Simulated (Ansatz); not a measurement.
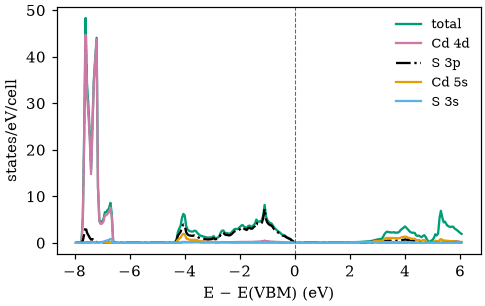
Total and projected density of states of CdS (wurtzite, P6_3mc), PBEsol (plane waves, PAW; program Ansatz)

### Question
Which orbitals carry the states next to the gap?

### Answer
Top 1 eV of the valence band: S 3p 89 %, Cd 4d 7 %. Bottom 1 eV of the conduction band: Cd 5s 56 %, S 3s 22 %, S 3p 20 %. Projections are on Löwdin-orthogonalised atomic valence shells; empty p or d shells of many metals are not among them.

### Question
Where is the tallest occupied peak in this window, and what makes it?

### Answer
Near -7.6 eV, about 48 states/eV per cell; the largest projected share is Cd 4d.

Symmetry was held in the PBEsol relaxation. Spin–orbit coupling is left out wherever it is not named.

Potentials: the later of the program's two PAW sets.
